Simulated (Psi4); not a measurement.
# InF: polarizability calculation

System: InF, SMILES [F][In].
Method: N12-SX/3-21G, RKS (Psi4 1.11).

The geometry comes from this level: GFN2-xTB.

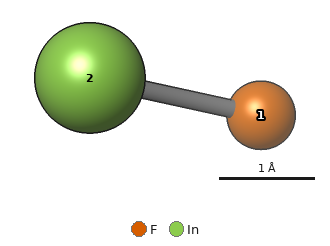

**Figure 1.** The structure as given in the input (ball-and-stick view, seen at a tilt; atoms are numbered from 1 in the order of the input). Sticks mark near contacts. Bond lengths as drawn: F–In 2.03 Å.

### Key numbers

- outcome: converged
- total energy: −5810.798396 hartree
- basis functions: 42
- HOMO: −6.10 eV
- LUMO: −1.52 eV
- dipole moment: 1.87 D
- hardware: 1 thread of Intel Xeon (Granite Rapids), 16 GiB of memory available, shared host
- wall time: 2.2 s
- peak memory: 0.23 GiB

### Input file (job.dat)
```
memory 1.6 GB

molecule {
  0 1
  F      0.000000     0.000000     0.000000
  In     0.000000     0.000000     2.025490
}

set {
  basis 3-21G
  reference rks
  scf_type pk
}

properties("n12-sx", properties=['dipole_polarizabilities'])
print_variables()
```

Command:
```bash
psi4 job.dat job.out -n 1
```

### Output
```
Psi4 1.11 release

   => Loading Basis Set <=

    Name: 3-21G
    Role: ORBITAL
    Keyword: BASIS

         ---------------------------------------------------------
                                   SCF
                              RKS Reference
                        1 Threads,   1525 MiB Core
         ---------------------------------------------------------

  ==> Geometry <==

    Molecular point group: c2v
    Full point group: C_inf_v

    Geometry (in Angstrom), charge = 0, multiplicity = 1:

       Center              X                  Y                   Z               Mass
    ------------   -----------------  -----------------  -----------------  -----------------
         F            0.000000000000     0.000000000000    -1.738108223790    18.998403162730
         IN           0.000000000000     0.000000000000     0.287381776210   114.903878776000

  Running in c2v symmetry.

  Rotational constants: A = ************  B =      0.25204  C =      0.25204 [cm^-1]
  Rotational constants: A = ************  B =   7556.02145  C =   7556.02145 [MHz]
  Nuclear repulsion =  115.215157766994679

  Charge       = 0
  Multiplicity = 1
  Electrons    = 58
  Nalpha       = 29
  Nbeta        = 29

  ==> Algorithm <==

  SCF Algorithm Type is PK.
  DIIS enabled.
  MOM disabled.
  Fractional occupation disabled.
  Guess Type is SAD.
  Energy threshold   = 1.00e-06
  Density threshold  = 1.00e-06
  Integral threshold = 1.00e-12

  ==> Primary Basis <==

  Basis Set: 3-21G
    Blend: 3-21G
    Number of shells: 18
    Number of basis functions: 42
    Number of Cartesian functions: 42
    Spherical Harmonics?: false
    Max angular momentum: 2

  ==> DFT Potential <==

   => LibXC <=

    Version 7.1.2

   => Composite Functional: N12-SX <=

   N12-SX Hybrid nonseparable GGA Exchange-Correlation Functional

    Deriv               =              1
    GGA                 =           TRUE
    Meta                =          FALSE

    Exchange Hybrid     =           TRUE
    MP2 Hybrid          =          FALSE

   => Exchange Functionals <=

    1.0000   XC_HYB_GGA_X_N12_SX [omega = 0.1100]

   => Exact (HF) Exchange <=

    -0.2500            HF,LR [omega = 0.1100]
    0.2500               HF

   => Correlation Functionals <=

    1.0000   XC_GGA_C_N12_SX

   => LibXC Density Thresholds  <==

    XC_GGA_C_N12_SX:  1.00E-14
    XC_HYB_GGA_X_N12_SX:  1.00E-14

   => Molecular Quadrature <=

    Radial Scheme          =       TREUTLER
    Pruning Scheme         =           NONE
    Nuclear Scheme         =       TREUTLER

    Blocking Scheme        =         OCTREE
    BS radius alpha        =              1
    Pruning alpha          =              1
    Radial Points          =             75
    Spherical Points       =            302
    Total Points           =          42664
    Total Blocks           =            400
    Max Points             =            256
    Max Functions          =             41
    Weights Tolerance      =       1.00E-15

  ==> Integral Setup <==

  Using in-core PK algorithm.
   Calculation information:
      Number of atoms:                   2
      Number of AO shells:              18
      Number of primitives:             42
      Number of atomic orbitals:        42
      Number of basis functions:        42

      Integral cutoff                 1.00e-12
      Number of threads:                 1

  Performing in-core PK
  Using 1224468 doubles for integral storage.
  We computed 12560 shell quartets total.
  Whereas there are 14706 unique shell quartets.

  Computing range-separated integrals for PK
  We computed 12560 wK shell quartets total.
  Whereas there are 14706 wK unique shell quartets.

  ==> DiskJK: Disk-Based J/K Matrices <==

    J tasked:                  Yes
    K tasked:                  Yes
    wK tasked:                 Yes
    Omega:               1.100E-01
    Memory [MiB]:             1108
    Schwarz Cutoff:          1E-12

  Cached 100.0% of DFT collocation blocks in 0.035 [GiB].

  Minimum eigenvalue in the overlap matrix is 1.2736405979E-03.
  Reciprocal condition number of the overlap matrix is 3.2477157810E-04.
    Using symmetric orthogonalization.

  ==> Pre-Iterations <==

  SCF Guess: Superposition of Atomic Densities via on-the-fly atomic UHF (no occupation information).

   -------------------------
    Irrep   Nso     Nmo
   -------------------------
     A1        22      22
     A2         2       2
     B1         9       9
     B2         9       9
   -------------------------
    Total      42      42
   -------------------------

  ==> Iterations <==

                        Total Energy        Delta E     RMS |[F,P]|

   @RKS iter SAD: -5806.62938959597795   -5.80663e+03   0.00000e+00
   @RKS iter   1: -5810.54814569304381   -3.91876e+00   3.06987e-02 ADIIS/DIIS
   @RKS iter   2: -5810.52008375081368    2.80619e-02   3.42341e-02 ADIIS/DIIS
   @RKS iter   3: -5810.70551949572109   -1.85436e-01   1.98977e-02 ADIIS/DIIS
   @RKS iter   4: -5810.79813538809594   -9.26159e-02   5.95255e-04 ADIIS/DIIS
   @RKS iter   5: -5810.79810583411290    2.95540e-05   9.72946e-04 ADIIS/DIIS
   @RKS iter   6: -5810.79839495957458   -2.89125e-04   4.87837e-05 DIIS
   @RKS iter   7: -5810.79839551676287   -5.57188e-07   3.70134e-06 DIIS
   @RKS iter   8: -5810.79839551968507   -2.92221e-09   9.84401e-07 DIIS
  Energy and wave function converged.

  ==> Post-Iterations <==

   Electrons on quadrature grid:
      Ntotal   =   58.0000313453 ; deviation = 3.135e-05

    Orbital Energies [Eh]
    ---------------------

    Doubly Occupied:

       1A1  -983.023617     2A1  -143.843057     1B1  -133.909109
       1B2  -133.909109     3A1  -133.908664     4A1   -27.307300
       5A1   -24.481130     2B1   -23.124547     2B2   -23.124547
       6A1   -23.121723     1A2   -15.865079     7A1   -15.865079
       8A1   -15.863535     3B1   -15.863188     3B2   -15.863188
       9A1    -4.171269     4B2    -2.804630     4B1    -2.804630
      10A1    -2.795358    11A1    -1.007498     2A2    -0.736028
      12A1    -0.736027     5B1    -0.728360     5B2    -0.728360
      13A1    -0.722775    14A1    -0.344855     6B1    -0.281711
       6B2    -0.281711    15A1    -0.224085

    Virtual:

       7B2    -0.055769     7B1    -0.055769    16A1     0.024963
      17A1     0.152161     8B2     0.206857     8B1     0.206857
      18A1     0.276647     9B1     1.890973     9B2     1.890973
      19A1     2.007876    20A1     2.151698    21A1     3.237439
      22A1   197.329246

    Final Occupation by Irrep:
             A1    A2    B1    B2
    DOCC [    15,    2,    6,    6 ]
    NA   [    15,    2,    6,    6 ]
    NB   [    15,    2,    6,    6 ]

  @RKS Final Energy: -5810.79839551968507

   => Energetics <=

    Nuclear Repulsion Energy =            115.2151577669946789
    One-Electron Energy =               -8263.8427683509762574
    Two-Electron Energy =                2458.2112537213724863
    DFT Exchange-Correlation Energy =    -120.3820386570764214
    Empirical Dispersion Energy =           0.0000000000000000
    VV10 Nonlocal Energy =                  0.0000000000000000
    Total Energy =                      -5810.7983955196850729

Computation Completed

Properties will be evaluated at   0.000000,   0.000000,   0.000000 [a0]

Properties computed using the N12-SX density matrix

 Multipole Moments:

 ------------------------------------------------------------------------------------
     Multipole            Electronic (a.u.)      Nuclear  (a.u.)        Total (a.u.)
 ------------------------------------------------------------------------------------

 L = 1.  Multiply by 2.5417464519 to convert [e a0] to [Debye]
 Dipole X            :          0.0000000            0.0000000            0.0000000
 Dipole Y            :          0.0000000            0.0000000            0.0000000
 Dipole Z            :          3.6842061           -2.9503670            0.7338391
 Magnitude           :                                                    0.7338391

 ------------------------------------------------------------------------------------

         ---------------------------------------------------------
                       CPSCF Linear Response Solver
         ---------------------------------------------------------

   ==> Requested Responses <==

    Dipole polarizabilities

   ==> Coupled-Perturbed RKS Solver <==

    Maxiter             =         100
    Convergence         =   1.000E-06
    Number of equations =           3
   -----------------------------------------------------
     Iter   Residual RMS      Max RMS  Remain  Time [s]
   -----------------------------------------------------
    Guess      3.127e+00    4.034e+00       3         0
        1      1.149e+00    2.235e+00       3         0
        2      1.204e-01    2.804e-01       3         0
        3      9.267e-03    2.208e-02       3         0
        4      1.455e-03    4.118e-03       3         0
        5      1.657e-04    4.848e-04       3         0
        6      1.388e-05    4.121e-05       1         0
        7      1.170e-06    3.078e-06       1         1
        8      1.759e-07    9.570e-08       0         1
   -----------------------------------------------------

    Solver has converged.

   ==> Response Properties <==

    => Dipole polarizabilities <=

              X          Y          Z
    ----- ---------- ---------- ----------
      X     41.83804    0.00000   -0.00000
      Y      0.00000   41.83804    0.00000
      Z     -0.00000    0.00000   41.90351

	total time  =          2 seconds =       0.03 minutes

  Variable Map:
  ----------------------------------------------------------------------------
  "CURRENT ENERGY"              =>   -5810.798395519685
  "CURRENT REFERENCE ENERGY"    =>   -5810.798395519685
  "DD SOLVATION ENERGY"         =>       0.000000000000
  "DFT FUNCTIONAL TOTAL ENERGY" =>   -5810.798395519685
  "DFT TOTAL ENERGY"            =>   -5810.798395519685
  "DFT VV10 ENERGY"             =>       0.000000000000
  "DFT XC ENERGY"               =>    -120.382038657076
  "DIPOLE POLARIZABILITY XX"    =>      41.838035568973
  "DIPOLE POLARIZABILITY XY"    =>       0.000000000000
  "DIPOLE POLARIZABILITY XZ"    =>      -0.000000000002
  "DIPOLE POLARIZABILITY YX"    =>       0.000000000000
  "DIPOLE POLARIZABILITY YY"    =>      41.838035568973
  "DIPOLE POLARIZABILITY YZ"    =>       0.000000000001
  "DIPOLE POLARIZABILITY ZX"    =>      -0.000000000126
  "DIPOLE POLARIZABILITY ZY"    =>       0.000000000168
  "DIPOLE POLARIZABILITY ZZ"    =>      41.903513826341
  "GRID ELECTRONS ALPHA"        =>      29.000015672637
  "GRID ELECTRONS BETA"         =>      29.000015672637
  "GRID ELECTRONS TOTAL"        =>      58.000031345273
  "NUCLEAR REPULSION ENERGY"    =>     115.215157766995
  "ONE-ELECTRON ENERGY"         =>   -8263.842768350976
  "PCM POLARIZATION ENERGY"     =>       0.000000000000
  "PE ENERGY"                   =>       0.000000000000
  "SCF ITERATION ENERGY"        =>   -5810.798395519685
  "SCF ITERATIONS"              =>       8.000000000000
  "SCF TOTAL ENERGY"            =>   -5810.798395519685
  "TWO-ELECTRON ENERGY"         =>    2458.211253721372
  "XC GRID RADIAL POINTS"       =>      75.000000000000
  "XC GRID SPHERICAL POINTS"    =>     302.000000000000
  "XC GRID TOTAL POINTS"        =>   42664.000000000000

  Array Variable Map:
  ----------------------------------------------------------------------------
  "N12-SX DIPOLE"               =>       0.000000000000 ... 0.733839050735 1 by 3
  "SCF DIPOLE"                  =>       0.000000000000 ... 0.733839050735 1 by 3
  "SCF TOTAL ENERGIES"          =>   -5806.629389595978 ... -5810.798395519685 1 by 9

    Psi4 run time: 0:00:01.57
```

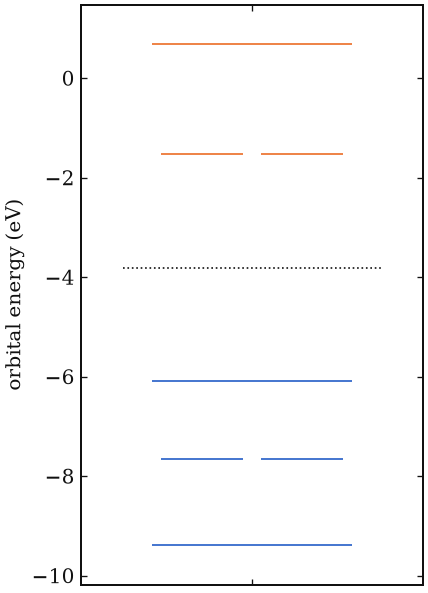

**Figure 2.** Orbital energies near the frontier; the dotted line parts filled from empty levels, and levels within 0.02 eV of each other stand side by side. Highest filled −6.10 eV, lowest empty −1.52 eV, 4.58 eV apart.
